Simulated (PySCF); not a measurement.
Vertical excitations of a molecule C₅H₉F from TDDFT-LC-ωPBE/def2-SVPD in PySCF, as energy in eV (oscillator strength): 9.07 (0.002), 9.15 (0.004), 9.30 (0.009), 9.42 (0.002), 9.66 (0.048), 9.72 (0.020), 9.81 (0.057), 9.86 (0.012), 10.09 (0.037), 10.31 (0.041). Lowest triplet (TDA): 8.82 eV. Geometry: B3LYP-D3(BJ)/def2-SVP. Other conformers were not sampled.

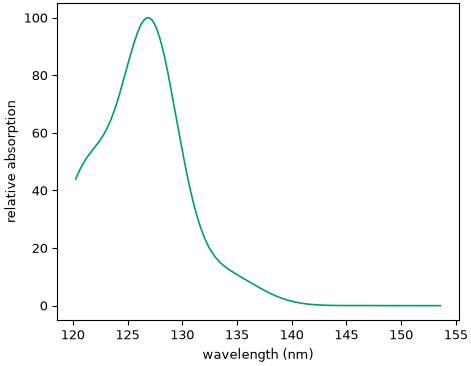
*The lines broadened by 0.4 eV.*

### Question
Identify the compound among the candidates.
A. CC1(F)CCC1
B. C=CC[C@H](C)F
C. C[C@@H]1C(F)[C@H]1C
D. C[C@H](F)C1CC1

### Answer
D, C[C@H](F)C1CC1
